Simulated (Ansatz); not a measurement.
The starting structures come from a database of crystals and need not be the phases stable at ambient conditions.

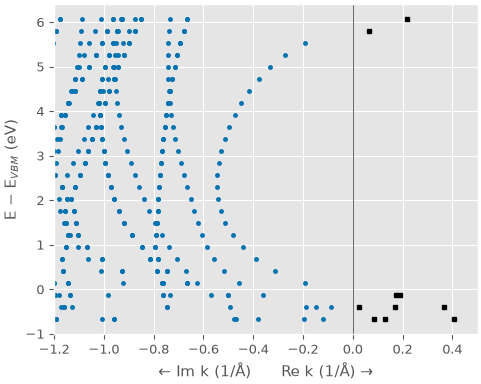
Fig. 1. Complex bands at the centre of the two-dimensional zone; Ansatz (a first-principles code) with r2SCAN

The gap is the functional's own, uncorrected, and κ follows it; spin-orbit coupling is left out. Mid-gap values are interpolated between the computed energies.

Q: This is Rb₃YF₆ (I4/mmm, not sure to be the ambient phase, 10 atoms a cell, 24.8 Å³ an atom) along the normal of (101). Read off the slowest decay at the centre of the two-dimensional zone at 2.83 eV, the computed energy nearest the middle of the gap.

A: κ ≈ 0.54 1/Å, a decay length 1/(2κ) of the density of 0.93 Å.
